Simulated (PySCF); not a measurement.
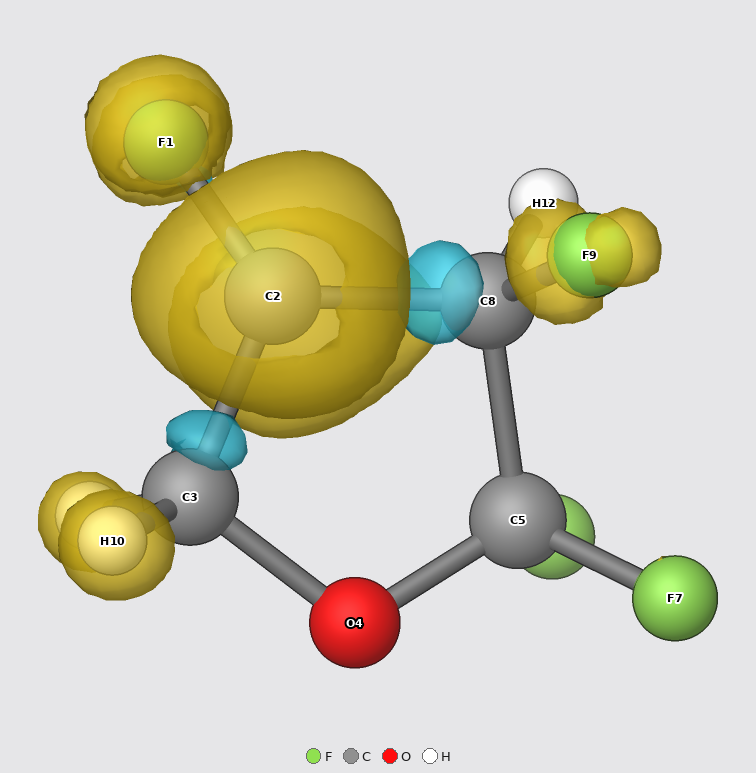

C₄H₃F₄O (doublet). Isosurfaces of the spin density at +0.03 (yellow) and −0.03 e/Å³ (cyan), seen across its widest extent.

Geometry: GFN2-xTB.

Method: UKS B3LYP, pcH-1 on C F H O, non-relativistic, mean-field spin-orbit, GIAO (PySCF 2.14.0, density-fitted response routines).

```xyz
12

F     1.1819    2.0543    0.3181
C     0.5532    0.9862   -0.1786
C     1.3019   -0.2565   -0.4927
O     0.3422   -1.3030   -0.3984
C    -0.7875   -0.8785    0.2289
F    -0.7840   -1.2832    1.5357
F    -1.8588   -1.4625   -0.3128
C    -0.8470    0.6727    0.1907
F    -1.7577    1.0764   -0.7647
H     1.7151   -0.2809   -1.5096
H     2.1277   -0.4297    0.2164
H    -1.1858    1.1040    1.1411
```

### Which atoms carry the spin?

The unpaired spin (1 electron) lies mostly on C2 (about 0.6) and F1 (about 0.1), in electrons by Hirshfeld's partition.
